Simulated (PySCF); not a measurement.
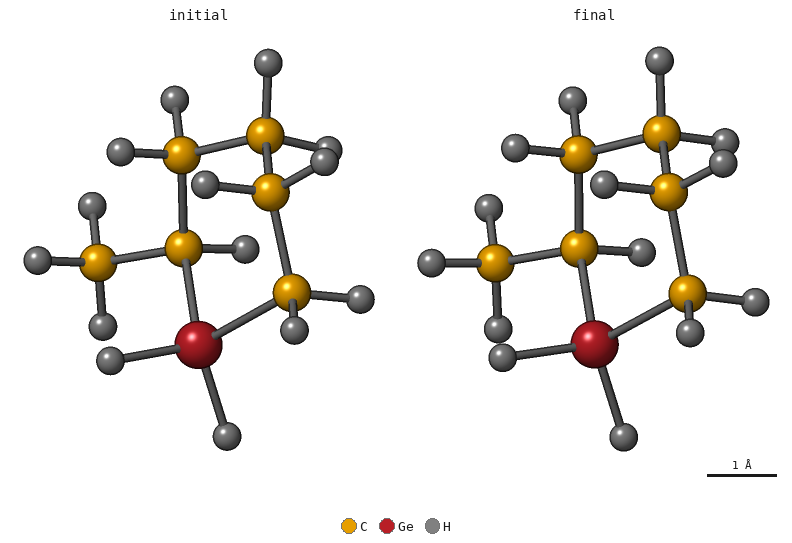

The structure of C₆H₁₄Ge before (left) and after (right) a relaxation, at one scale.

Style: ball-and-stick. Shown from a free direction.

The start comes from GFN2-xTB. Its atoms were then displaced at random by about 0.01 Å.

These are results of PBE0-D3(BJ)/def2-SVP geometry optimisation, gas phase in PySCF 2.14.0, density-fitted response routines, not measurements. 

**What changed between the two?**

The atom that moves furthest after the best rigid fit is an H atom (0.12 Å). By element the largest moves are H 0.12 Å, C 0.06 Å, Ge 0.02 Å. Some distances before and after: Ge–H 1.500 → 1.547 Å, C–C 1.485 → 1.530 Å, C–H 1.061 → 1.101 Å, C–C 1.563 → 1.530 Å. Among the angles between lasting bonds that change: H–C–H 111.2° → 107.4°, C–C–H 108.3° → 111.3°, C–C–H 106.0° → 108.7°. After 3 geometry steps the energy has fallen by 0.222 eV. The run took 78 s on 1 thread of Arm Neoverse V1, on a shared host.
